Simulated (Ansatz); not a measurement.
CH7GeN

Input

```
crystal:
  periodic: [false, false, false]
  atoms:
    - { symbol: Ge, position_ang: [-0.405859, -0.006549, 0.735039] }
    - { symbol: "N", position_ang: [1.438365, -0.328877, 0.50958] }
    - { symbol: C, position_ang: [-0.779192, 0.085259, -1.163817] }
    - { symbol: H, position_ang: [0.215728, -0.210411, -1.482638] }
    - { symbol: H, position_ang: [-0.761584, 1.276583, 1.527373] }
    - { symbol: H, position_ang: [-0.989164, -1.229153, 1.466716] }
    - { symbol: H, position_ang: [1.947664, -0.512896, 1.372875] }
    - { symbol: H, position_ang: [1.888192, 0.48039, 0.080645] }
    - { symbol: H, position_ang: [-1.520358, -0.63892, -1.515556] }
    - { symbol: H, position_ang: [-1.033693, 1.084673, -1.530119] }
basis:
  gaussian: { orbitals: def2-SVP }
hamiltonian:
  xc: pbe0
  dispersion: d4
relax:
  f_tol: 0.03
  max_steps: 50
output:
  orbitals: {}
```

Command:

```sh
ansatz run input.yaml --threads 2 --pin off --max-ram 3072MiB --backend cpu --events-out ev --progress --plain --runs-dir out
```

The fields are those of the relaxed geometry.

Theory: RKS PBE0-D4/def2-SVP (Ansatz).

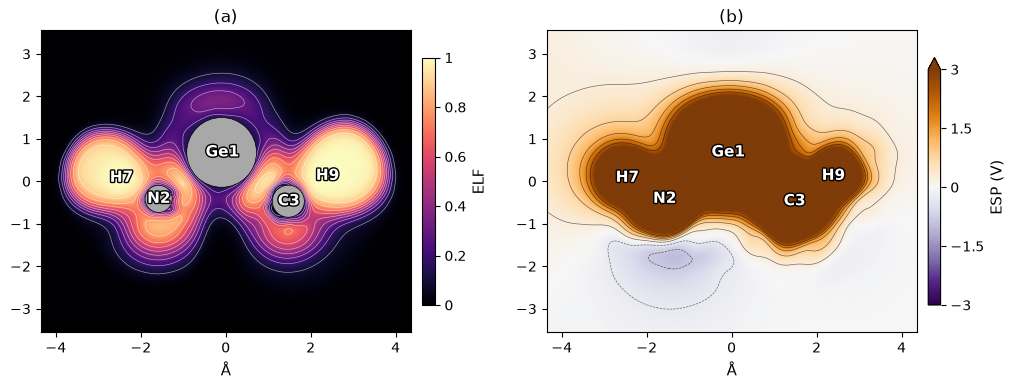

Figure 1. (a) ELF; (b) molecular electrostatic potential on the plane of atoms N2, Ge1 and C3. Grey discs cover the atomic cores in the ELF map.

### What do the fields say about this system?

Atoms in the plane: Ge, N, C and H. Ge–N (1.84 Å): the ELF peaks at about 0.90 in the valence shell of N, 0.7 Å from its nucleus, and is about 0.45 at the midpoint. C–Ge (1.95 Å): the ELF peaks at about 0.95 in the valence shell of C, 0.7 Å from its nucleus, and is about 0.70 at the midpoint. N–H (1.02 Å): the ELF climbs to about 1 towards the hydrogen, as it does in any bond to H (a covalent bond by its length). C–H (1.10 Å): the ELF climbs to about 1 towards the hydrogen: an ordinary covalent bond to hydrogen. Outside the dense part of the molecule the potential is most negative (−1.0 V) near N2.

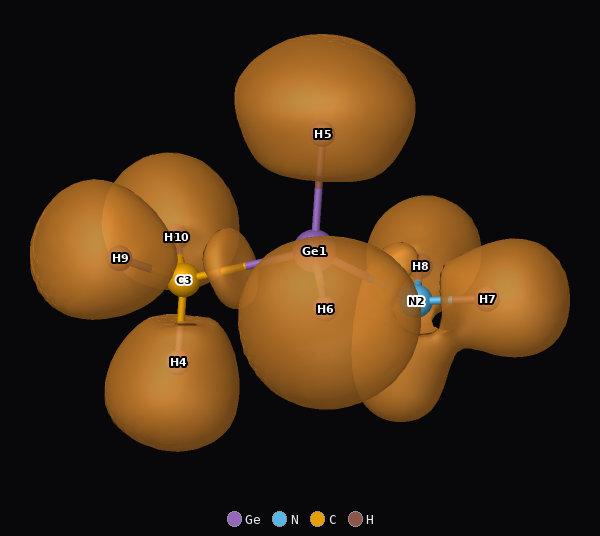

Figure 2. Isosurface of the electron localisation function at 0.8 (orange), seen from one side. Core shells and regions of very low density are left out.

### What do the ELF domains correspond to?

The ELF exceeds this value in five regions around hydrogen nuclei, one lobe of the valence shell of C pointing towards Ge (polar bonds) and one joined region spread over several atoms (H, N), in which their bonds and any lone pairs are merged.

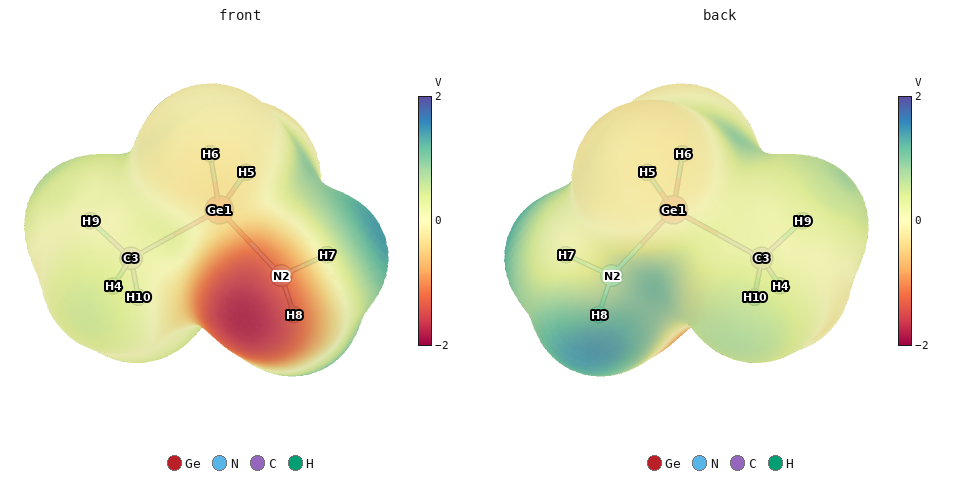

Figure 3. The electrostatic potential painted on the density surface at 0.002 e/bohr³, seen from the front and from behind; red is negative and blue positive.

### Describe the electrostatic potential map.

The most negative region (about −1.8 V, or −42 kcal/mol for a unit charge) lies over N2, the most positive (about +1.4 V, or +32 kcal/mol for a unit charge) over H7 and H8. N2 is the likeliest acceptor of a hydrogen bond.
